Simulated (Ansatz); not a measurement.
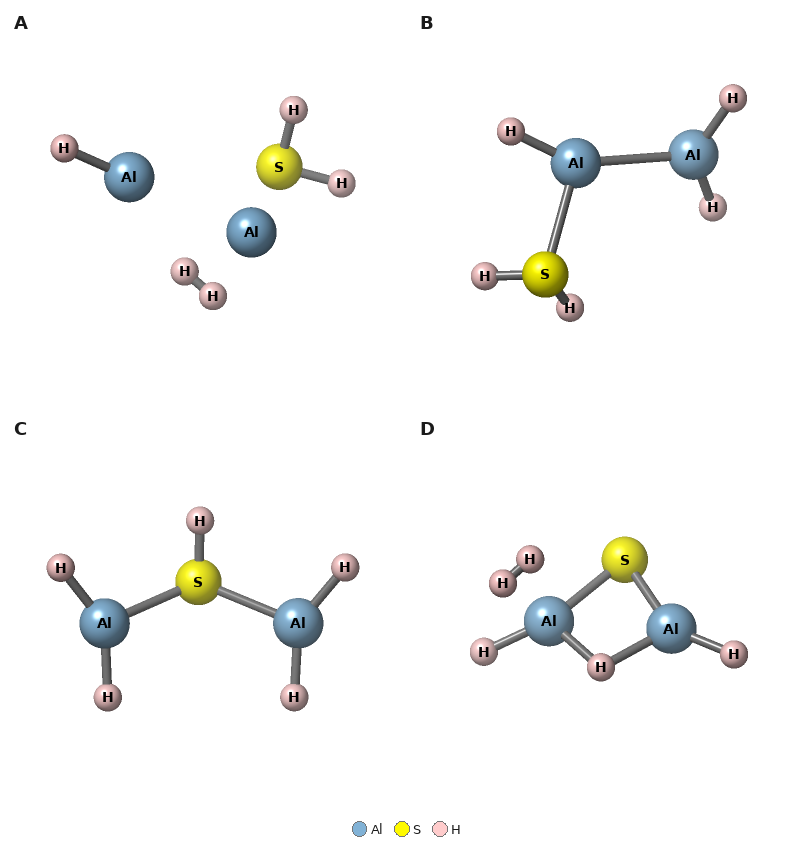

4 stationary structures of one formula. State: charge +1, singlet. Geometries: PBE-D4/def2-SVP. Electronic energies: PBE-D4/def2-SVP (Ansatz 0.2.0), without zero-point energy. No frequency run is at hand to confirm each as a minimum. Each is one conformer, not always the lowest.

> Rank them by energy, lowest first.

D is lowest (C1); C lies 0.272 eV above it (Cs), B lies 1.333 eV above it (C1), A lies 2.218 eV above it (C1).
